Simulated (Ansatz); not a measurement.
# BH5Si (boranylsilane): CCSDT(Q)/STO-3G

Aim: the vertical singlet–triplet gap of BH5Si (boranylsilane) at CCSDT(Q)/STO-3G, from 2 runs. 

Program for the calculation: Ansatz 0.2.0.

**1. The structure to begin with**

The species is BH5Si (7 atoms), typed as a singlet with charge 0. SMILES: `B[SiH3]`. The coordinates come from a PBE0-D4/def2-TZVP relaxation.

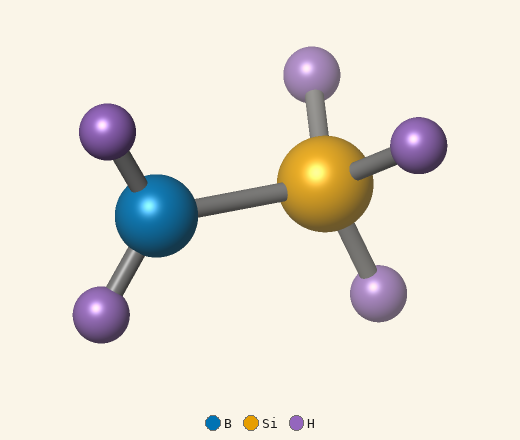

Viewed from a chosen angle; boron blue, silicon amber, hydrogen purple.

**2. The energy at CCSDT(Q)/STO-3G**

File input.yaml:

```yaml
crystal:
  periodic: [false, false, false]
  atoms:
    - {symbol: B, position_ang: [-0.043200, -1.189000, 0.204300]}
    - {symbol: Si, position_ang: [0.089100, 0.785300, -0.148500]}
    - {symbol: H, position_ang: [-1.126000, -1.690600, 0.290100]}
    - {symbol: H, position_ang: [0.906400, -1.902500, 0.335400]}
    - {symbol: H, position_ang: [-0.616000, 1.093400, -1.427200]}
    - {symbol: H, position_ang: [-0.623600, 1.516700, 0.939600]}
    - {symbol: H, position_ang: [1.474500, 1.318800, -0.239500]}
basis:
  gaussian: {orbitals: STO-3G}
correlation: {method: ccsdt_q, frozen_orbitals: {B: 1, H: 0, Si: 5}}
accuracy: high
total_charge: 0
scf: {omitted_lower_state_checks: [cluster_reference, increment]}
```

Launch:

```sh
ansatz run input.yaml --threads 1 --pin off --max-ram 2610MiB --events-out events.jsonl --progress --plain --runs-dir runs
```

Log, cut to the lines that bear on the results:

```text
Warning: RAYON_NUM_THREADS=1 ignored (pool sized by the plan → 1); use --threads N
Functional definition: HF
  name "HF"
[...]
334 factors; integrals over basis functions are off by at most 1.3e-8 eV
[...]
mean field -8512.87781859 eV, -312.8424895974 hartree, gradient 2.9e-8 eV, S^2 0.000000; 0 other end points of the search recorded, 0 dependent functions left out
6 core orbitals not correlated: weight in the atoms' cores, before any rotation towards them, 1.000 or more for the frozen orbitals, at most 0.000 for the correlated occupied ones
reference -8512.87781859 eV, -312.8424895974 hartree; 6, 6 occupied and 7, 7 virtual orbitals, 334 factors
second order -2.05144123 eV of doubles, -0.00000000 eV of singles
cycle   1  -2.66232661 eV  change   -6.1e-1 eV  update   6.4e-2
[...]
cycle  20  -3.01748375 eV  change  -2.3e-10 eV  update   1.0e-9
perturbative correction -0.00075735 eV, -0.0000278321 hartree
Total energy: -8515.89605969 eV, -312.9534079119 hartree
Checks for a lower state left out: cluster_reference, increment
```

Wall time 0.24 s (1 thread of Arm Neoverse V2, shared host).

**3. The triplet**

File job.yaml:

```yaml
crystal:
  periodic: [false, false, false]
  atoms:
    - {symbol: B, position_ang: [-0.043200, -1.189000, 0.204300]}
    - {symbol: Si, position_ang: [0.089100, 0.785300, -0.148500]}
    - {symbol: H, position_ang: [-1.126000, -1.690600, 0.290100]}
    - {symbol: H, position_ang: [0.906400, -1.902500, 0.335400]}
    - {symbol: H, position_ang: [-0.616000, 1.093400, -1.427200]}
    - {symbol: H, position_ang: [-0.623600, 1.516700, 0.939600]}
    - {symbol: H, position_ang: [1.474500, 1.318800, -0.239500]}
basis:
  gaussian:
    orbitals: STO-3G
magnetization:
  spin_polarized: true
  initial_magnetization: 2
correlation:
  method: ccsdt_q
  frozen_orbitals: {B: 1, H: 0, Si: 5}
accuracy: high
scf:
  omitted_lower_state_checks: [cluster_reference, increment]
```

Launch:

```sh
ansatz run job.yaml --threads 1 --pin off --max-ram 2610MiB --events-out events.jsonl --progress --plain --runs-dir runs
```

Log, cut to the lines that bear on the results:

```text
Warning: RAYON_NUM_THREADS=1 ignored (pool sized by the plan → 1); use --threads N
[... 2 set-up lines as earlier in the session ...]
[...]
334 factors; integrals over basis functions are off by at most 1.3e-8 eV
[...]
mean field -8508.08874853 eV, -312.6664945187 hartree, gradient 1.2e-8 eV, S^2 2.008795; 0 other end points of the search recorded, 0 dependent functions left out
6 core orbitals not correlated: weight in the atoms' cores, before any rotation towards them, 1.000 or more for the frozen orbitals, at most 0.000 for the correlated occupied ones
reference -8508.08874853 eV, -312.6664945187 hartree; 7, 5 occupied and 6, 8 virtual orbitals, 334 factors
second order -1.84744790 eV of doubles, -0.00000000 eV of singles
cycle   1  -2.44601757 eV  change   -6.0e-1 eV  update   6.7e-2
[...]
cycle  28  -2.85413891 eV  change   1.5e-11 eV  update   1.0e-9
perturbative correction -0.00018940 eV, -0.0000069603 hartree
Total energy: -8510.94307684 eV, -312.7713891494 hartree
Checks for a lower state left out: cluster_reference, increment
```

It took 0.88 s on 1 thread of Arm Neoverse V2, shared host.

**4. Results**

At CCSDT(Q)/STO-3G, 6 core orbitals frozen:

| quantity | value |
| --- | --- |
| singlet: total energy | -312.95341 Eh |
| singlet: correlation energy (6 core orbitals frozen) | -110.9 mEh |
| singlet: T1 diagnostic | 0.006 |
| triplet: total energy | -312.77139 Eh |
| triplet: correlation energy (6 core orbitals frozen) | -104.9 mEh |
| triplet: ⟨S²⟩ | 2.009 |
| triplet: T1 diagnostic | 0.010 |
| vertical energy of the triplet above the singlet | 4.953 eV |

At this shape the triplet lies 4.95 eV (114 kcal/mol) above the singlet.
